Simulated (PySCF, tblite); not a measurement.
# C₂H₅O₃S−: a rotation path, then NMR shifts on frames

Aim: move C₂H₅O₃S− (`CCS(=O)(=O)[O-]`) away from its starting geometry and see how NMR shifts follow the geometry.

Programs: tblite 0.8.0 and PySCF 2.14.0, with density-fitted response routines of our own. Each step states its level of theory. These are calculated values for one molecule in the gas phase, unless marked as measured. Atoms count from 0, in the outputs and in this text.

## Step 1: The starting structure

11 atoms, charge -1, multiplicity 1; geometry from: GFN2-xTB.

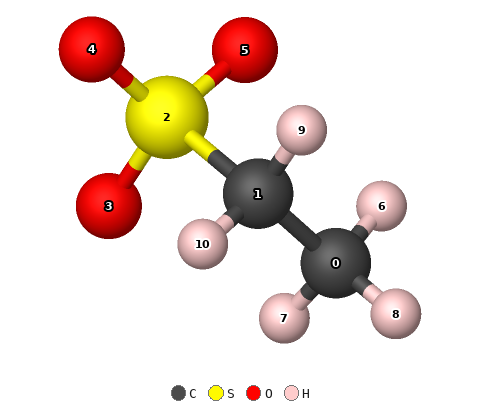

The starting geometry (carbon dark grey, sulfur yellow, oxygen red, hydrogen pink), atoms numbered.

## Step 2: A band between two rotamers with GFN2-xTB

What the job is given:

```
{"job": {"kind": "neb", "xc": "GFN2-xTB", "basis": "xTB", "atoms": [0, 1, 2, 5], "turn": 120}, "charge": -1, "multiplicity": 1}
C     -1.271454    -0.290662     0.355604
C     -0.189846     0.741824     0.194929
S      1.358495    -0.220327    -0.052714
O      1.118135    -1.003772    -1.264623
O      2.409807     0.787189    -0.203152
O      1.489872    -1.029820     1.158821
H     -1.009754    -0.925286     1.199620
H     -1.280832    -0.912202    -0.537234
H     -2.264602     0.139868     0.513307
H     -0.040106     1.351847     1.080168
H     -0.314291     1.364012    -0.685758
```

Method: GFN2-xTB climbing-image nudged elastic band, gas phase.

Launch:

```sh
> OMP_NUM_THREADS=1 python probes_run.py task.json out
```

One launch serves the whole session: the jobs run in the order shown.

Output:

```text
image   E - E0 / eV
  0      -0.0000
  1       0.0156
  2       0.0509
  3       0.0853
  4       0.1006
  5       0.0892
  6       0.0558
  7       0.0177
  8       0.0000
```

Run time: 0.92 s. Hardware: 1 thread of AMD EPYC 9R45, shared host; peak memory 0.18 GiB.

The final band, with the dihedral C0–C1–S2–O5:

```
image  dihedral (°)  energy (eV)  energy (kcal/mol)
    0           -60        0.000                0.0
    1           -46        0.016                0.4
    2           -32        0.051                1.2
    3           -17        0.085                2.0
    4            -1        0.101                2.3
    5            14        0.089                2.1
    6            30        0.056                1.3
    7            45        0.018                0.4
    8            60        0.000                0.0
```

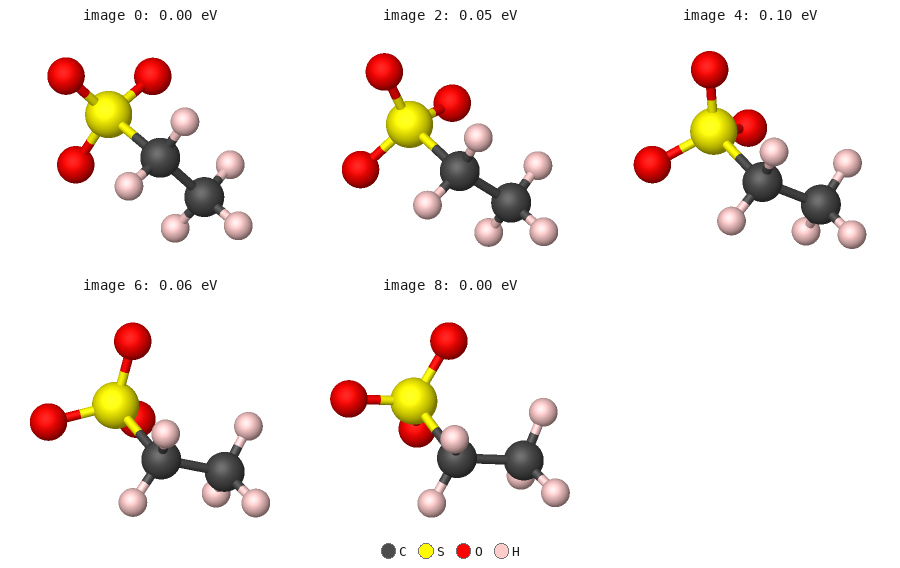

Images along the band.

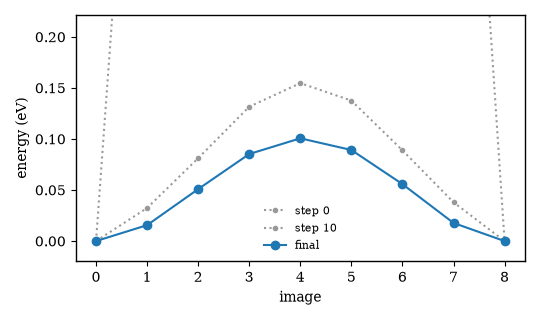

Energy along the band, early and final.

## Step 3: Shielding tensors: image 0, PBE0/pcSseg-1

What the job is given:

```
{"job": {"kind": "nmr", "xc": "PBE0", "basis": "pcSseg-1", "pop": false}, "charge": -1, "multiplicity": 1}
C     -1.271500    -0.290700     0.355600
C     -0.189800     0.741800     0.194900
S      1.358500    -0.220300    -0.052700
O      1.118100    -1.003800    -1.264600
O      2.409800     0.787200    -0.203200
O      1.489900    -1.029800     1.158800
H     -1.009800    -0.925300     1.199600
H     -1.280800    -0.912200    -0.537200
H     -2.264600     0.139900     0.513300
H     -0.040100     1.351800     1.080200
H     -0.314300     1.364000    -0.685800
```

Method: GIAO PBE0/pcSseg-1 NMR shielding, non-relativistic, gas phase.

Output:

```text
coarse grid: 10160 points
cycle   1  E = -702.2122176946  dE =  1.473e+00  |g| = 1.303e+00  |ddm| = 3.250e+00
cycle   2  E = -701.7821123046  dE =  4.301e-01  |g| = 2.041e+00  |ddm| = 2.782e+00
cycle   3  E = -702.5078041040  dE = -7.257e-01  |g| = 1.773e-01  |ddm| = 1.852e+00
cycle   4  E = -702.5149156517  dE = -7.112e-03  |g| = 5.048e-02  |ddm| = 1.965e-01
cycle   5  E = -702.5154987747  dE = -5.831e-04  |g| = 1.370e-02  |ddm| = 4.709e-02
cycle   6  E = -702.5155405456  dE = -4.177e-05  |g| = 2.945e-03  |ddm| = 1.598e-02
cycle   7  E = -702.5155417399  dE = -1.194e-06  |g| = 1.550e-03  |ddm| = 3.233e-03
final grid: 94648 points
cycle   8  E = -702.5842178251  dE = -1.842e-05  |g| = 1.119e-02  |ddm| = 2.077e-02
cycle   9  E = -702.5841889056  dE =  2.892e-05  |g| = 1.633e-02  |ddm| = 2.203e-02
cycle  10  E = -702.5842421638  dE = -5.326e-05  |g| = 1.695e-03  |ddm| = 1.368e-02
cycle  11  E = -702.5842426779  dE = -5.141e-07  |g| = 2.851e-04  |ddm| = 1.443e-03
cycle  12  E = -702.5842426922  dE = -1.428e-08  |g| = 1.476e-04  |ddm| = 3.415e-04
cycle  13  E = -702.5842426960  dE = -3.814e-09  |g| = 3.467e-05  |ddm| = 1.287e-04
cycle  14  E = -702.5842426962  dE = -2.094e-10  |g| = 8.665e-06  |ddm| = 3.027e-05
converged SCF energy = -702.5842426962

GIAO shielding tensors (ppm)
atom      isotropic    diamagn.    paramagn.     s11        s22        s33       span
  0 C      174.469     250.346     -75.877    162.630    172.808    187.968     25.338
  1 C      134.424     255.079    -120.654    115.047    118.890    169.337     54.290
  2 S      183.971    1049.681    -865.710     47.072    240.940    263.900    216.829
  3 O      127.642     404.469    -276.826     79.673    108.763    194.492    114.819
  4 O      115.488     401.785    -286.297     89.086     91.717    165.662     76.576
  5 O      127.695     403.717    -276.022     80.128    108.753    194.205    114.077
  6 H       30.017      31.722      -1.705     25.339     30.144     34.569      9.230
  7 H       30.031      31.911      -1.880     25.366     30.140     34.588      9.222
  8 H       31.313      30.761       0.551     27.044     28.575     38.319     11.275
  9 H       29.919      32.963      -3.045     26.783     29.370     33.602      6.818
 10 H       29.916      33.299      -3.382     26.799     29.360     33.590      6.791
```

Wall time 5 s (1 thread of AMD EPYC 9R45, shared host); peak memory 0.65 GiB.

The references, computed at this level on geometries of the same kind, shield at (ppm): ¹H TMS 31.72, ¹³C TMS 186.9, ¹⁷O H2O 336.1, ³³S CS2 504. Their shielding less the atom's gives the shift. The references are single molecules in the gas phase, so shifts against H2O, NH3, PH3, H3PO4 or CFCl3 are not on the usual liquid scales and can be off by tens of ppm. Each atom is listed at this fixed geometry, with no averaging over motion; a spectrum would average atoms that exchange fast.

```
atoms                         environment  σ (ppm)  δ (ppm)
   C1                 sp3 CH2 bonded to S    134.4     52.5
   C0                       methyl carbon    174.5     12.5
  H10  hydrogen on an sp3 CH2 bonded to S    29.92     1.80
   H9  hydrogen on an sp3 CH2 bonded to S    29.92     1.80
   H6         hydrogen on a methyl carbon    30.02     1.70
   H7         hydrogen on a methyl carbon    30.03     1.69
   H8         hydrogen on a methyl carbon    31.31     0.40
   S2                     sulfonyl sulfur      184      320
   O4      oxygen of an anionic S–O group    115.5    220.6
   O3      oxygen of an anionic S–O group    127.6    208.4
   O5      oxygen of an anionic S–O group    127.7    208.4
```

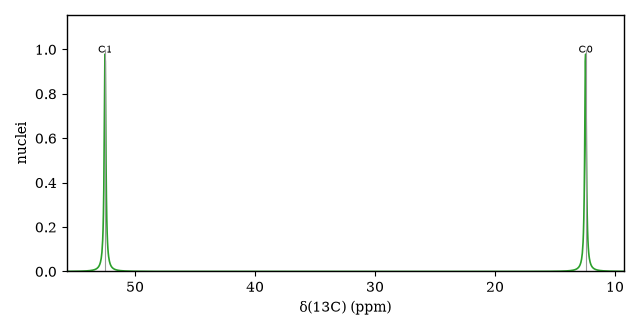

¹³C lines at the computed shifts, without couplings. Lines are broadened to a width of 0.16 ppm (Lorentzian).

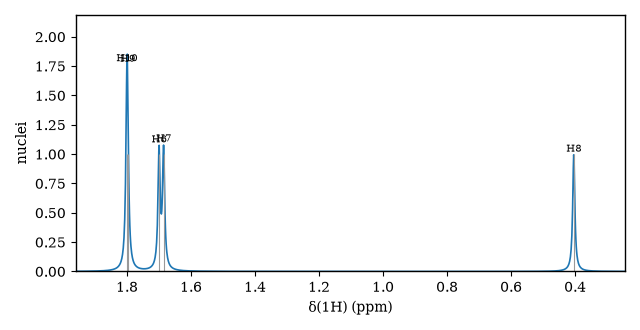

¹H lines at the computed shifts, without couplings. Lines are broadened to a width of 0.01 ppm (Lorentzian).

## Step 4: NMR shieldings: image 2, PBE0/pcSseg-1

What the job is given:

```
{"job": {"kind": "nmr", "xc": "PBE0", "basis": "pcSseg-1", "pop": false}, "charge": -1, "multiplicity": 1}
C     -1.272500    -0.278100     0.473900
C     -0.208900     0.714900     0.089900
S      1.373000    -0.221900    -0.088300
O      1.381200    -0.656900    -1.485200
O      2.416500     0.754800     0.228300
O      1.296000    -1.324300     0.870000
H     -0.969000    -0.765200     1.396700
H     -1.328800    -1.047000    -0.293800
H     -2.257200     0.180100     0.605200
H     -0.041900     1.478900     0.843100
H     -0.382900     1.167400    -0.880800
```

With the program's defaults for keys left out, this is: GIAO PBE0/pcSseg-1 NMR shielding, non-relativistic, gas phase.

Output:

```text
coarse grid: 10160 points
cycle   1  E = -702.2087202743  dE =  1.465e+00  |g| = 1.305e+00  |ddm| = 3.251e+00
cycle   2  E = -701.7758087944  dE =  4.329e-01  |g| = 2.047e+00  |ddm| = 2.775e+00
cycle   3  E = -702.5053897099  dE = -7.296e-01  |g| = 1.777e-01  |ddm| = 1.843e+00
cycle   4  E = -702.5125363714  dE = -7.147e-03  |g| = 5.081e-02  |ddm| = 1.980e-01
cycle   5  E = -702.5131219939  dE = -5.856e-04  |g| = 1.450e-02  |ddm| = 4.764e-02
cycle   6  E = -702.5131677858  dE = -4.579e-05  |g| = 3.367e-03  |ddm| = 1.658e-02
cycle   7  E = -702.5131692131  dE = -1.427e-06  |g| = 1.934e-03  |ddm| = 3.856e-03
final grid: 94648 points
cycle   8  E = -702.5820919842  dE = -1.746e-05  |g| = 1.145e-02  |ddm| = 2.170e-02
cycle   9  E = -702.5820602417  dE =  3.174e-05  |g| = 1.695e-02  |ddm| = 2.262e-02
cycle  10  E = -702.5821175165  dE = -5.727e-05  |g| = 1.821e-03  |ddm| = 1.401e-02
cycle  11  E = -702.5821181082  dE = -5.918e-07  |g| = 3.284e-04  |ddm| = 1.553e-03
cycle  12  E = -702.5821181267  dE = -1.846e-08  |g| = 1.613e-04  |ddm| = 3.868e-04
cycle  13  E = -702.5821181313  dE = -4.613e-09  |g| = 3.443e-05  |ddm| = 1.348e-04
cycle  14  E = -702.5821181315  dE = -2.124e-10  |g| = 8.397e-06  |ddm| = 2.902e-05
converged SCF energy = -702.5821181315

GIAO shielding tensors (ppm)
atom      isotropic    diamagn.    paramagn.     s11        s22        s33       span
  0 C      173.498     249.505     -76.008    160.759    176.655    183.079     22.320
  1 C      132.851     255.278    -122.427    106.244    118.767    173.540     67.295
  2 S      186.677    1049.570    -862.893     46.202    249.516    264.313    218.111
  3 O      115.399     403.670    -288.271     51.713    106.244    188.240    136.527
  4 O      104.557     401.737    -297.180     57.462     94.761    161.446    103.984
  5 O      122.902     404.112    -281.210     98.045    109.665    160.995     62.949
  6 H       29.941      31.677      -1.735     25.187     30.059     34.578      9.392
  7 H       30.578      31.840      -1.262     26.571     29.637     35.525      8.954
  8 H       31.204      30.586       0.618     26.860     28.460     38.291     11.431
  9 H       29.717      33.151      -3.434     25.918     29.950     33.284      7.366
 10 H       29.581      33.369      -3.789     26.969     29.314     32.459      5.489
```

Wall time 4.9 s (1 thread of AMD EPYC 9R45, shared host); peak memory 0.66 GiB.

This run: δ C1 54.1, C0 13.4, S2 317, O4 231.5, H10 2.14, H9 2.00 ppm.

## Step 5: Nuclear shieldings: image 4, PBE0/pcSseg-1

What the job is given:

```
{"job": {"kind": "nmr", "xc": "PBE0", "basis": "pcSseg-1", "pop": false}, "charge": -1, "multiplicity": 1}
C     -1.262300    -0.245700     0.591100
C     -0.236500     0.667400    -0.026400
S      1.383800    -0.229300    -0.125700
O      1.693200    -0.269000    -1.556000
O      2.305500     0.603400     0.648700
O      1.159000    -1.551400     0.457700
H     -0.914200    -0.555400     1.572500
H     -1.351700    -1.145400    -0.013700
H     -2.243900     0.229300     0.684800
H     -0.044600     1.553300     0.572100
H     -0.482900     0.945500    -1.046000
```

Level: GIAO PBE0/pcSseg-1 NMR shielding, non-relativistic, gas phase.

Output:

```text
coarse grid: 10160 points
cycle   1  E = -702.2053485226  dE =  1.457e+00  |g| = 1.308e+00  |ddm| = 3.253e+00
cycle   2  E = -701.7707011437  dE =  4.346e-01  |g| = 2.051e+00  |ddm| = 2.758e+00
cycle   3  E = -702.5029514775  dE = -7.323e-01  |g| = 1.783e-01  |ddm| = 1.827e+00
cycle   4  E = -702.5101346771  dE = -7.183e-03  |g| = 5.129e-02  |ddm| = 1.987e-01
cycle   5  E = -702.5107194565  dE = -5.848e-04  |g| = 1.598e-02  |ddm| = 4.859e-02
cycle   6  E = -702.5107720962  dE = -5.264e-05  |g| = 4.370e-03  |ddm| = 1.785e-02
cycle   7  E = -702.5107746964  dE = -2.600e-06  |g| = 2.188e-03  |ddm| = 4.722e-03
final grid: 94648 points
cycle   8  E = -702.5795924534  dE = -1.642e-05  |g| = 1.212e-02  |ddm| = 2.183e-02
cycle   9  E = -702.5795570953  dE =  3.536e-05  |g| = 1.791e-02  |ddm| = 2.354e-02
cycle  10  E = -702.5796210618  dE = -6.397e-05  |g| = 1.984e-03  |ddm| = 1.464e-02
cycle  11  E = -702.5796217682  dE = -7.064e-07  |g| = 3.484e-04  |ddm| = 1.682e-03
cycle  12  E = -702.5796217893  dE = -2.113e-08  |g| = 1.642e-04  |ddm| = 4.031e-04
cycle  13  E = -702.5796217941  dE = -4.794e-09  |g| = 3.558e-05  |ddm| = 1.355e-04
cycle  14  E = -702.5796217943  dE = -2.308e-10  |g| = 8.538e-06  |ddm| = 3.085e-05
converged SCF energy = -702.5796217943

GIAO shielding tensors (ppm)
atom      isotropic    diamagn.    paramagn.     s11        s22        s33       span
  0 C      172.960     248.772     -75.812    160.919    176.276    181.685     20.766
  1 C      130.830     255.583    -124.753     99.259    115.024    178.206     78.947
  2 S      187.962    1049.454    -861.493     45.034    258.838    260.013    214.979
  3 O       94.883     402.781    -307.898     36.755     93.462    154.432    117.677
  4 O       94.015     402.054    -308.039     36.037     92.810    153.198    117.161
  5 O      117.768     404.153    -286.385     92.414    114.045    146.847     54.433
  6 H       30.388      31.582      -1.193     26.207     29.697     35.262      9.054
  7 H       30.419      31.765      -1.345     26.291     29.610     35.357      9.067
  8 H       31.131      30.434       0.696     26.697     28.390     38.305     11.608
  9 H       29.295      33.258      -3.963     25.861     29.972     32.051      6.190
 10 H       29.310      33.542      -4.231     25.965     29.946     32.019      6.054
```

Run time: 4.9 s. Hardware: 1 thread of AMD EPYC 9R45, shared host; peak memory 0.66 GiB.

Key values: δ C1 56.1, C0 14.0, S2 316, O4 242.1, H9 2.42, H10 2.41 ppm.

## Step 6: Shielding tensors: image 6, PBE0/pcSseg-1

What the job is given:

```
{"job": {"kind": "nmr", "xc": "PBE0", "basis": "pcSseg-1", "pop": false}, "charge": -1, "multiplicity": 1}
C     -1.215600    -0.195600     0.692900
C     -0.271400     0.624800    -0.144100
S      1.358400    -0.245500    -0.150000
O      1.955800     0.097700    -1.441800
O      2.070300     0.320700     0.995700
O      1.057100    -1.670100    -0.011300
H     -0.789600    -0.309300     1.686300
H     -1.292500    -1.190100     0.258000
H     -2.212000     0.250000     0.770800
H     -0.066600     1.603300     0.280200
H     -0.588500     0.716600    -1.177700
```

Level: GIAO PBE0/pcSseg-1 NMR shielding, non-relativistic, gas phase.

Output:

```text
coarse grid: 10160 points
cycle   1  E = -702.2089821531  dE =  1.463e+00  |g| = 1.305e+00  |ddm| = 3.251e+00
cycle   2  E = -701.7761358723  dE =  4.328e-01  |g| = 2.047e+00  |ddm| = 2.773e+00
cycle   3  E = -702.5056842828  dE = -7.295e-01  |g| = 1.777e-01  |ddm| = 1.841e+00
cycle   4  E = -702.5128269999  dE = -7.143e-03  |g| = 5.088e-02  |ddm| = 1.980e-01
cycle   5  E = -702.5134116906  dE = -5.847e-04  |g| = 1.480e-02  |ddm| = 4.780e-02
cycle   6  E = -702.5134586097  dE = -4.692e-05  |g| = 3.683e-03  |ddm| = 1.683e-02
cycle   7  E = -702.5134603306  dE = -1.721e-06  |g| = 2.058e-03  |ddm| = 4.139e-03
final grid: 94648 points
cycle   8  E = -702.5818816273  dE = -1.560e-05  |g| = 1.224e-02  |ddm| = 2.189e-02
cycle   9  E = -702.5818452071  dE =  3.642e-05  |g| = 1.817e-02  |ddm| = 2.426e-02
cycle  10  E = -702.5819108871  dE = -6.568e-05  |g| = 1.989e-03  |ddm| = 1.499e-02
cycle  11  E = -702.5819116002  dE = -7.131e-07  |g| = 3.392e-04  |ddm| = 1.692e-03
cycle  12  E = -702.5819116199  dE = -1.974e-08  |g| = 1.652e-04  |ddm| = 3.995e-04
cycle  13  E = -702.5819116248  dE = -4.853e-09  |g| = 3.538e-05  |ddm| = 1.368e-04
cycle  14  E = -702.5819116250  dE = -2.292e-10  |g| = 8.648e-06  |ddm| = 3.037e-05
converged SCF energy = -702.5819116250

GIAO shielding tensors (ppm)
atom      isotropic    diamagn.    paramagn.     s11        s22        s33       span
  0 C      173.387     249.390     -76.003    160.678    176.800    182.684     22.006
  1 C      132.647     255.345    -122.699    105.512    118.496    173.932     68.420
  2 S      186.748    1049.579    -862.831     46.163    249.764    264.317    218.155
  3 O      103.546     402.286    -298.740     55.612     94.521    160.505    104.893
  4 O      113.908     402.803    -288.896     49.388    105.948    186.387    136.999
  5 O      122.512     404.332    -281.820     98.118    110.015    159.404     61.285
  6 H       30.587      31.555      -0.968     26.593     29.660     35.507      8.914
  7 H       29.974      31.732      -1.758     25.286     29.969     34.666      9.380
  8 H       31.186      30.543       0.642     26.832     28.447     38.278     11.447
  9 H       29.532      33.166      -3.634     26.879     29.337     32.378      5.499
 10 H       29.699      33.552      -3.853     25.910     29.979     33.207      7.297
```

Run time: 4.9 s. Hardware: 1 thread of AMD EPYC 9R45, shared host; peak memory 0.66 GiB.

In short: δ C1 54.3, C0 13.5, S2 317, O3 232.5, H9 2.19, H10 2.02 ppm.

## Step 7: Shielding tensors: image 8, PBE0/pcSseg-1

What the job is given:

```
{"job": {"kind": "nmr", "xc": "PBE0", "basis": "pcSseg-1", "pop": false}, "charge": -1, "multiplicity": 1}
C     -1.156200    -0.124800     0.783700
C     -0.307700     0.573300    -0.243200
S      1.327300    -0.267000    -0.169900
O      2.148600     0.420300    -1.167800
O      1.785300    -0.069400     1.205500
O      1.042800    -1.662600    -0.503700
H     -0.660200    -0.036400     1.748000
H     -1.198000    -1.181600     0.528600
H     -2.172000     0.275300     0.854600
H     -0.131800     1.620500    -0.018200
H     -0.672700     0.455100    -1.258500
```

Level: GIAO PBE0/pcSseg-1 NMR shielding, non-relativistic, gas phase.

Output:

```text
coarse grid: 10160 points
cycle   1  E = -702.2120373345  dE =  1.472e+00  |g| = 1.303e+00  |ddm| = 3.250e+00
cycle   2  E = -701.7822646959  dE =  4.298e-01  |g| = 2.041e+00  |ddm| = 2.779e+00
cycle   3  E = -702.5075735110  dE = -7.253e-01  |g| = 1.771e-01  |ddm| = 1.849e+00
cycle   4  E = -702.5146692886  dE = -7.096e-03  |g| = 5.045e-02  |ddm| = 1.963e-01
cycle   5  E = -702.5152518373  dE = -5.825e-04  |g| = 1.368e-02  |ddm| = 4.706e-02
cycle   6  E = -702.5152935574  dE = -4.172e-05  |g| = 2.908e-03  |ddm| = 1.594e-02
cycle   7  E = -702.5152947332  dE = -1.176e-06  |g| = 1.517e-03  |ddm| = 3.189e-03
final grid: 94648 points
cycle   8  E = -702.5842734055  dE = -1.863e-05  |g| = 1.109e-02  |ddm| = 2.103e-02
cycle   9  E = -702.5842450923  dE =  2.831e-05  |g| = 1.621e-02  |ddm| = 2.206e-02
cycle  10  E = -702.5842972058  dE = -5.211e-05  |g| = 1.693e-03  |ddm| = 1.355e-02
cycle  11  E = -702.5842977221  dE = -5.163e-07  |g| = 2.833e-04  |ddm| = 1.455e-03
cycle  12  E = -702.5842977358  dE = -1.372e-08  |g| = 1.528e-04  |ddm| = 3.524e-04
cycle  13  E = -702.5842977399  dE = -4.117e-09  |g| = 3.432e-05  |ddm| = 1.303e-04
cycle  14  E = -702.5842977401  dE = -2.099e-10  |g| = 8.875e-06  |ddm| = 3.061e-05
converged SCF energy = -702.5842977401

GIAO shielding tensors (ppm)
atom      isotropic    diamagn.    paramagn.     s11        s22        s33       span
  0 C      174.487     250.216     -75.728    162.669    172.798    187.994     25.325
  1 C      134.455     255.028    -120.573    115.056    118.894    169.414     54.358
  2 S      184.031    1049.710    -865.679     47.093    241.246    263.754    216.660
  3 O      115.420     402.122    -286.702     89.074     91.569    165.617     76.543
  4 O      127.649     403.615    -275.967     79.930    108.753    194.263    114.333
  5 O      127.557     404.150    -276.593     79.643    108.792    194.235    114.592
  6 H       30.022      31.629      -1.607     25.353     30.137     34.575      9.223
  7 H       30.043      31.762      -1.719     25.389     30.129     34.612      9.223
  8 H       31.308      30.708       0.600     27.037     28.570     38.317     11.280
  9 H       29.921      33.146      -3.225     26.781     29.381     33.601      6.821
 10 H       29.919      33.385      -3.466     26.802     29.372     33.584      6.782
```

Wall time 5 s (1 thread of AMD EPYC 9R45, shared host); peak memory 0.66 GiB.

This run: δ C1 52.5, C0 12.4, S2 320, O3 220.7, H10 1.80, H9 1.80 ppm.

## Step 8: Side by side: NMR shifts

Shifts (ppm) of some atoms, chosen among heavy atoms and hydrogens apart, with basis size and wall time:

```
  frame    C1    H9    H6   S2     O4     O3     O5  functions   time
image 0  52.5  1.80  1.70  320  220.6  208.4  208.4        134    5 s
image 2  54.1  2.00  1.78  317  231.5  220.7  213.2        134  4.9 s
image 4  56.1  2.42  1.33  316  242.1  241.2  218.3        134  4.9 s
image 6  54.3  2.19  1.13  317  222.2  232.5  213.6        134  4.9 s
image 8  52.5  1.80  1.70  320  208.4  220.7  208.5        134    5 s
```

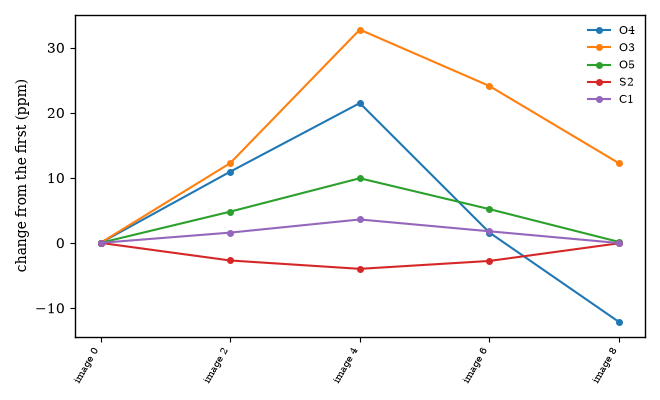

How five of the tabulated atoms move from run to run.

## Step 9: Results

| quantity | value |
| --- | --- |
| barrier | 0.101 eV (2.3 kcal/mol) at image 4 |
| end to end (GFN2-xTB) | 0.000 eV |
| ¹³C shifts against TMS (PBE0/pcSseg-1, image 0) | 52.5, 12.5 ppm |
| ¹H shifts against TMS (PBE0/pcSseg-1, image 0) | 1.80, 1.80, 1.70, 1.69, 0.40 ppm |
| ³³S shifts against CS2 (PBE0/pcSseg-1, image 0) | 320 ppm |
| ¹⁷O shifts against H2O (PBE0/pcSseg-1, image 0) | 220.6, 208.4, 208.4 ppm |
| range of the shift of O4 | 208.4 to 242.1 ppm |

**Reading.** Along the band the dihedral turns by 120°, and the top (dihedral -1°) lies 2.3 kcal/mol above the start (GFN2-xTB, rough), so at room temperature this motion is fast. The top was not checked by a frequency run. Shifts at one fixed geometry are not the observed spectrum, which averages over the motion. In the first frame run (image 0): The largest span, 217 ppm, is at S2, where the paramagnetic term is -866 ppm. In ppm, O4 moves most: its shift spreads over 33.6 ppm, from 208.4 (image 8) to 242.1 (image 4).
